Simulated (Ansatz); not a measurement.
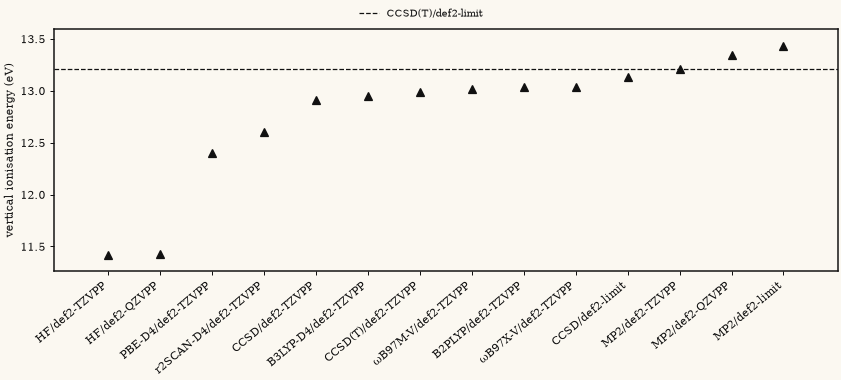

Vertical ionisation energy of AlHOF₂, SMILES [OH][Al]([F])[F], singlet, taken as the energy of the cation less that of the neutral at fixed geometry (unrestricted doublet cation, cores frozen in correlated methods, no spin-orbit coupling), the Ansatz code 0.2.0, at a PBE0-D4/def2-TZVP geometry (a minimum by its frequencies). Limit means an estimate of the basis limit from triple and quadruple zeta; for coupled cluster it is either extrapolated directly or built as the MP2 limit plus the step from MP2 in triple zeta. B2PLYP/def2-TZVPP holds a correlation term that converges slowly with the basis, so part of the distance to the limit is basis error. The distance of CCSD/def2-TZVPP, CCSD(T)/def2-TZVPP, MP2/def2-TZVPP and MP2/def2-QZVPP to the limit includes basis error.

> What range do the values span, the line included?

From 11.42 eV (HF/def2-TZVPP) to 13.43 eV (MP2/def2-limit).

> Give the values.

```
               level     eV  less CCSD(T)/def2-limit
       HF/def2-TZVPP  11.42                    −1.79
       HF/def2-QZVPP  11.43                    −1.79
   PBE-D4/def2-TZVPP  12.40                    −0.81
r2SCAN-D4/def2-TZVPP  12.61                    −0.60
     CCSD/def2-TZVPP  12.91                    −0.30
 B3LYP-D4/def2-TZVPP  12.95                    −0.26
  CCSD(T)/def2-TZVPP  12.99                    −0.22
  ωB97M-V/def2-TZVPP  13.02                    −0.19
   B2PLYP/def2-TZVPP  13.03                    −0.18
  ωB97X-V/def2-TZVPP  13.04                    −0.17
     CCSD/def2-limit  13.13                    −0.08
      MP2/def2-TZVPP  13.21                     0.00
      MP2/def2-QZVPP  13.34                     0.13
      MP2/def2-limit  13.43                     0.22
  CCSD(T)/def2-limit  13.21                     0.00
```
